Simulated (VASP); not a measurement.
Band structure of CsCl (CsCl type). All values below come from MS2 meta-GGA, VASP's PBE PAW potentials (set 64) (plane waves; VASP 6.6.1).

Unless said otherwise, spin-orbit coupling is left out, though it shifts the bands of the heavy elements here.

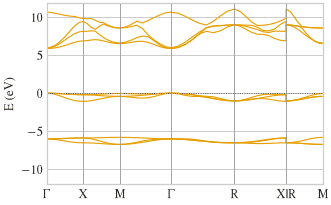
*Bands along high-symmetry lines, zero at the valence-band maximum or, without a gap, the Fermi level*

Task: Read the plot: is there a gap, and where are the band edges?

Result: The gap is direct, 5.86 eV, from the valence maximum at Γ to the conduction minimum at Γ.

Measured: gap 8.35 eV at 80 K (computed value off by -2.49 eV), as given by Wikipedia, Caesium chloride.

The compound is CsCl in the CsCl type structure. It was relaxed first.
